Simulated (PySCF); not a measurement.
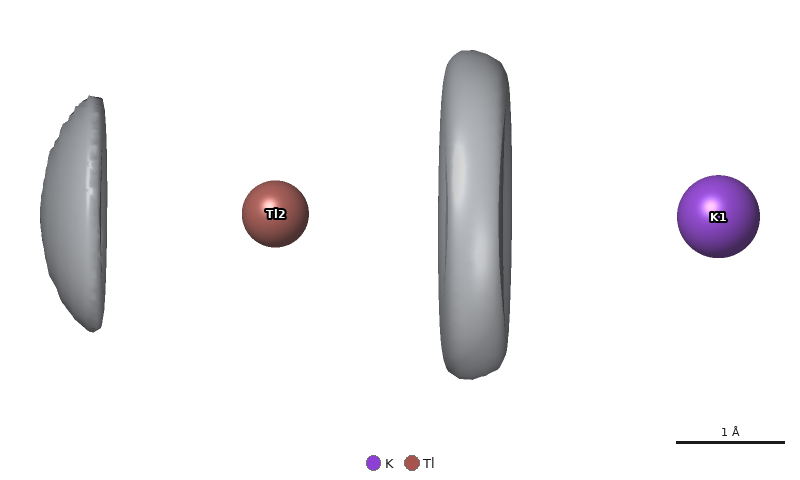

*KTl (charge +1, doublet). Isosurface of the electron localisation function at 0.75 (grey), seen from one side. Only the valence region is drawn (cores and ρ < 0.01 e/Å³ removed).*

Core potentials replace the inner electrons of Tl.

Level of theory: PySCF 2.14.0, PBE0/def2-SVPD, non-relativistic Hamiltonian with scalar-relativistic core potentials where named, at a bond length of 4.142 Å.

```yaml
atoms:
  - { symbol: K, position_ang: [0.0000, 0.0000, -3.4804] }
  - { symbol: Tl, position_ang: [0.0000, 0.0000, 0.6616] }
```

Describe the localisation domains.

The surface consists of one lobe of the valence shell of Tl pointing towards K (polar bonds) and one lobe on Tl, pointing away from the bonds (non-bonding electrons). Along the contacts the grid gives the following. K–Tl (4.14 Å): the ELF peaks at about 0.85 in the valence shell of Tl, 1.9 Å from its nucleus, and is about 0.80 at the midpoint.
